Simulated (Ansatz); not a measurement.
Frequency calculation of SiH$_{3}$F$_{2}$

SiH$_{3}$F$_{2}$, multiplicity 2, computed with UKS PBE/def2-SVP (Ansatz 0.2.0).

It belongs to a series of runs on one base structure; here: vibrations at the highest image of the band.

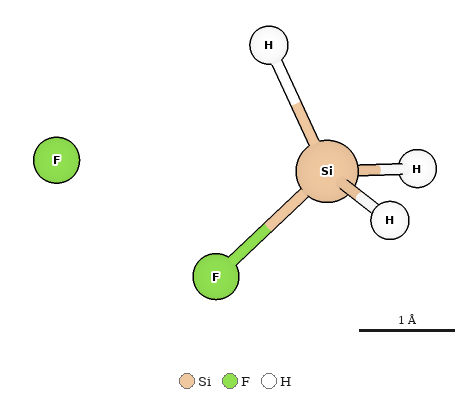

Figure 1. The structure (ball-and-stick view, seen at a tilt). Bond lengths as drawn: F–Si 1.67 Å and H–Si 1.49 to 1.50 Å.

### Input
```yaml
crystal:
  periodic: [false, false, false]
  atoms:
    - { symbol: Si, position_ang: [-0.039693, -0.085573, 0.106201] }
    - { symbol: F, position_ang: [0.597842, -0.801494, 1.474578] }
    - { symbol: H, position_ang: [1.107743, 0.105461, -0.838589] }
    - { symbol: H, position_ang: [-0.680451, 1.215366, 0.458177] }
    - { symbol: H, position_ang: [-1.037572, -1.056028, -0.448618] }
    - { symbol: F, position_ang: [0.053532, 0.622266, 2.909652] }
magnetization:
  spin_polarized: true
  initial_magnetization: 1
basis:
  gaussian: { orbitals: def2-SVP }
hamiltonian:
  xc: pbe
phonons: {}
```

Machine: 1 thread of Arm Neoverse V2, 24 GiB of memory available, shared host.

Launch command:
```bash
ansatz run input.yaml --threads 1 --pin off --max-ram 2048MiB --backend cpu --events-out ev --progress --plain --runs-dir out
```

### What the program printed
```
Engine: ansatz 0.2.0, aarch64-unknown-linux-gnu
Functional definition: PBE
  parameter kappa = 0.804
  parameter beta = 0.06672455060314922
  exchange = pbe_x(kappa = kappa, mu = beta*pi^2/3)
  correlation = pbe_c(beta = beta)
666 factors; their error is unknown
mean field evaluation 1: about -13340.5739 eV, gradient 1.8e1 eV
mean field evaluation 2: about -13339.7368 eV, gradient 2.6e1 eV
mean field evaluation 4: about -13341.7008 eV, gradient 4.2e0 eV
mean field evaluation 8: about -13341.7233 eV, gradient 3.3e-2 eV
mean field evaluation 16: about -13341.7233 eV, gradient 7.7e-5 eV
mean field evaluation 32: about -13341.7026 eV, gradient 2.3e0 eV
mean field -13341.72327651 eV, -490.2992870669 hartree, gradient 1.4e-5 eV, S^2 0.751171; 6 other end points of the search recorded, 0 dependent functions left out
the calculation of the forces begins
reference -13341.72330141 eV, -490.2992879818 hartree; 18, 17 occupied and 43, 44 virtual orbitals, 666 factors
these checks for a lower state are left out or cut short: stability, starts, cluster_reference, orbital_swaps, neighbouring_geometries, increment
666 factors; their error is unknown
mean field -13341.72319141 eV, -490.2992839396 hartree, gradient 2.0e-6 eV, S^2 0.751170; 0 other end points of the search recorded, 0 dependent functions left out
[... from here on the field's lines of each further geometry are left out, up to the last ...]
the calculation of the forces begins
reference -13341.72329984 eV, -490.2992879241 hartree; 18, 17 occupied and 43, 44 virtual orbitals, 666 factors
these checks for a lower state are left out or cut short: stability, starts, cluster_reference, orbital_swaps, neighbouring_geometries, increment
666 factors; their error is unknown
mean field -13341.72326798 eV, -490.2992867535 hartree, gradient 1.4e-6 eV, S^2 0.751173; 0 other end points of the search recorded, 0 dependent functions left out
the calculation of the forces begins
reference -13341.72329288 eV, -490.2992876683 hartree; 18, 17 occupied and 43, 44 virtual orbitals, 666 factors
WARN: phonons: modes at or below zero, which the zero-point energy, F, S and C_V leave out: 1, the lowest at -128.56 cm⁻¹. A minimum has none, and a first-order saddle one
Total energy: -13341.72330141 eV, -490.2992879818 hartree
Atom 0 at    -0.039693    -0.085573     0.106201 Å, force     0.004458    -0.010618     0.017560 eV/Å
Atom 1 at     0.597842    -0.801494     1.474578 Å, force    -0.004153     0.009369    -0.017724 eV/Å
Atom 2 at     1.107743     0.105461    -0.838589 Å, force     0.002137     0.001523     0.002233 eV/Å
Atom 3 at    -0.680451     1.215366     0.458177 Å, force     0.000243     0.003793    -0.006021 eV/Å
Atom 4 at    -1.037572    -1.056028    -0.448618 Å, force    -0.002330    -0.000729     0.002572 eV/Å
Atom 5 at     0.053532     0.622266     2.909652 Å, force    -0.000355    -0.003338     0.001380 eV/Å
Dipole moment:    -0.096923     0.026879    -0.474335 e Å
Vibrations: -128.56 119.87 279.72 661.54 685.47 778.22 902.22 907.99 939.45 2194.31 2207.58 2237.40 cm⁻¹, zero-point energy 0.738560 eV
```

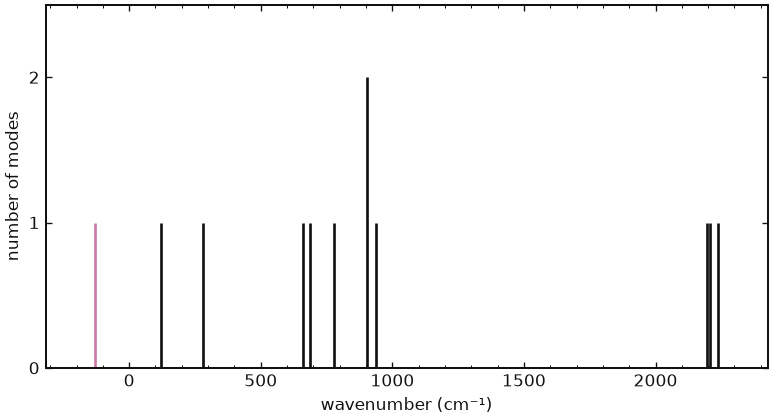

Figure 2. Harmonic vibrational wavenumbers from the force constants; neighbouring modes closer than 11 cm⁻¹ are counted in one stick, and imaginary ones are drawn at negative wavenumbers. 12 modes from 129i to 2237 cm⁻¹, 1 imaginary beyond 8i (129i cm⁻¹): a first-order saddle point, if the geometry is stationary.

### Results in brief

- outcome: converged
- total energy: −13341.7233 eV
- mean-field energy: −13341.7233 eV
- ⟨S²⟩: 0.751
- largest force (length of the vector): 0.021 eV/Å
- wall time: 39 s
- peak memory: 0.12 GiB
